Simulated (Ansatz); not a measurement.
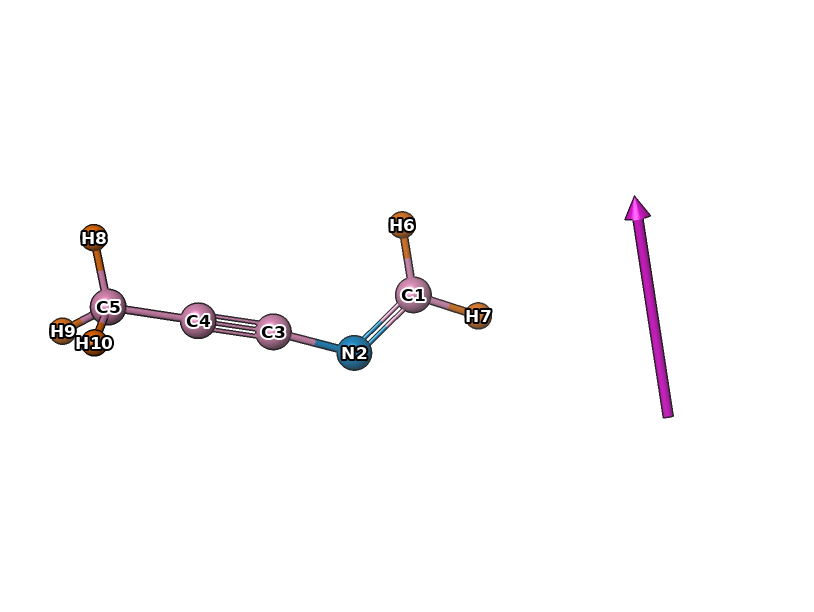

The arrow beside the molecule shows the direction of the dipole moment, from the negative to the positive end (its length means nothing). The computed geometry is a stationary point of PBE0-D4/def2-TZVP, a saddle point of order 1. Properties computed with RKS B3LYP-D4/def2-TZVPP (Ansatz 0.2.0).

How large is the dipole moment?

Answer. 1.60 D; it points from the side of N2 to the side of H8 (the outermost atoms at the two ends).
